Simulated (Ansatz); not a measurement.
CH3ClZn···H2

Input file:

```
crystal:
  periodic: [false, false, false]
  atoms:
    - { symbol: Zn, position_ang: [-0.693765, -0.096026, -1.034072] }
    - { symbol: H, position_ang: [0.147453, -1.970279, 0.914637] }
    - { symbol: Cl, position_ang: [-1.838145, -1.272699, -2.37233] }
    - { symbol: H, position_ang: [0.296815, -1.282374, 0.897002] }
    - { symbol: C, position_ang: [0.364101, 0.996165, 0.210514] }
    - { symbol: H, position_ang: [-0.096441, 0.982697, 1.2108] }
    - { symbol: H, position_ang: [0.43285, 2.044768, -0.118686] }
    - { symbol: H, position_ang: [1.387132, 0.597748, 0.292136] }
magnetization:
  spin_polarized: true
basis:
  gaussian: { orbitals: def2-SVP }
hamiltonian:
  xc: pbe0
relax:
  f_tol: 0.03
  max_steps: 50
output:
  orbitals: {}
```

Launched as:

```sh
ansatz run input.yaml --threads 2 --pin off --max-ram 3072MiB --backend cpu --events-out ev --progress --plain --runs-dir out
```

The fields are those of the relaxed geometry.

Theory: UKS PBE0/def2-SVP (Ansatz 0.2.0).

> What will maps of the electron density and electron localisation function show?

Zn1···H2 (3.11 Å): the density falls to about 0.03 e/Å³ on the way; the ELF dips to about 0 between them: a weak contact between the two molecules.
C–Zn (1.93 Å): the density is about 0.76 e/Å³ at the midpoint; the ELF peaks at about 0.90 in the valence shell of C, 0.7 Å from its nucleus, and is about 0.40 at the midpoint.
Zn–Cl (2.12 Å): ρ at the midpoint is about 0.66 e/Å³; the ELF peaks at about 0.80 in the valence shell of Cl, 0.8 Å from its nucleus, and is about 0.45 at the midpoint.
H–H (0.76 Å): ρ at the midpoint is about 1.7 e/Å³; the ELF is about 1 at the midpoint.

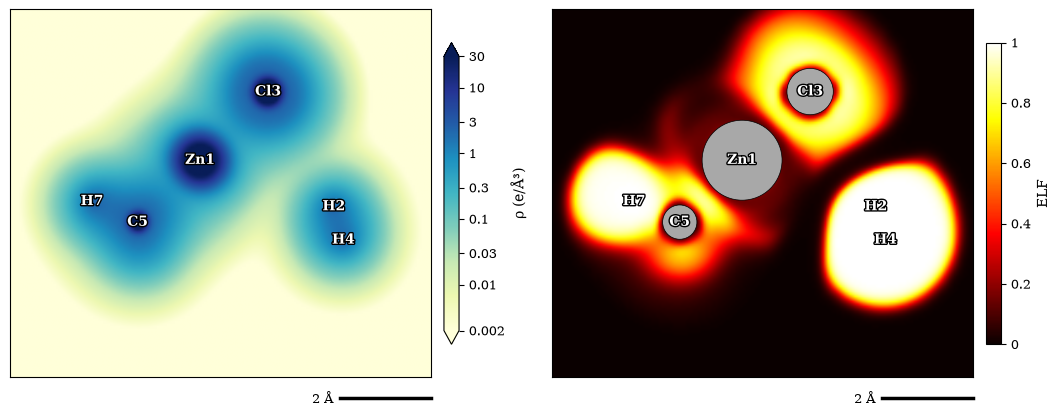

Computed electron density and electron localisation function on the plane of atoms Zn1, C5 and H7, in this order. Grey discs cover the atomic cores in the ELF map. 
